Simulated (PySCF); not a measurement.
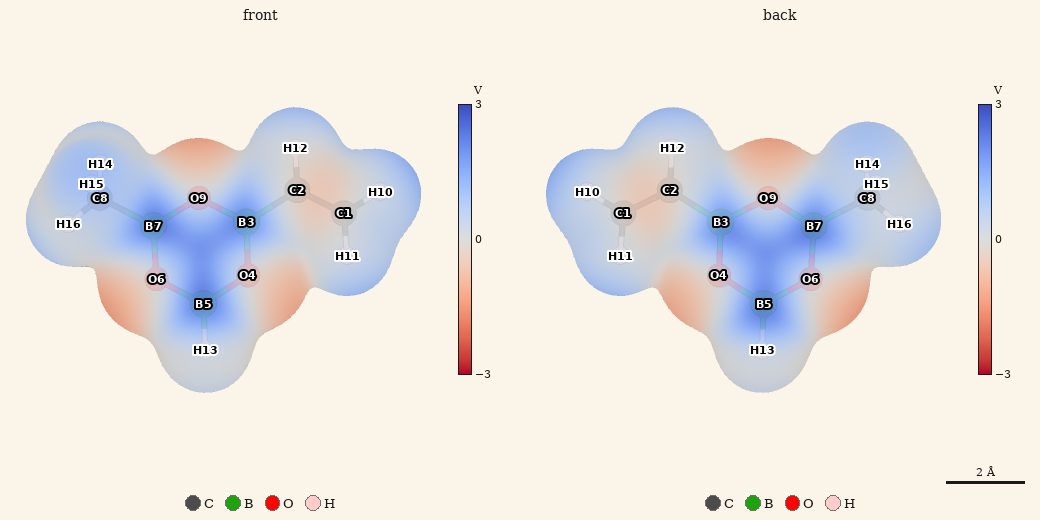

Figure 1: C3H7B3O3 (SMILES C=CB1OBOB(C)O1). The electrostatic potential painted on the density surface at 0.004 e/bohr³, seen from the front and from behind; the colour scale runs from red (negative) to blue (positive).

Geometry: PBE0-D3(BJ)/def2-SVP.

The calculation used PySCF, PBE0/pcSseg-1, SCF density, gas phase, non-relativistic.

```yaml
atoms:
  - { symbol: C, position_ang: [-3.3519, 0.0408, 0.3103] }
  - { symbol: C, position_ang: [-2.1921, 0.6911, 0.4764] }
  - { symbol: B, position_ang: [-0.8327, 0.0178, 0.1582] }
  - { symbol: O, position_ang: [-0.7909, -1.2773, -0.3199] }
  - { symbol: B, position_ang: [0.4040, -1.8803, -0.5947] }
  - { symbol: O, position_ang: [1.5710, -1.1948, -0.3979] }
  - { symbol: B, position_ang: [1.5675, 0.1030, 0.0737] }
  - { symbol: C, position_ang: [2.9010, 0.8918, 0.2635] }
  - { symbol: O, position_ang: [0.3515, 0.6904, 0.3466] }
  - { symbol: H, position_ang: [-4.3214, 0.4986, 0.5328] }
  - { symbol: H, position_ang: [-3.3668, -0.9901, -0.0598] }
  - { symbol: H, position_ang: [-2.2041, 1.7216, 0.8490] }
  - { symbol: H, position_ang: [0.4301, -3.0106, -1.0078] }
  - { symbol: H, position_ang: [2.8583, 1.5621, 1.1342] }
  - { symbol: H, position_ang: [3.0593, 1.5352, -0.6199] }
  - { symbol: H, position_ang: [3.7711, 0.2263, 0.3453] }
```

> Describe the electrostatic potential map.

The most negative region (about −1.3 V) lies over O6 and O9, the most positive (about +2.2 V) over B5 and B7.
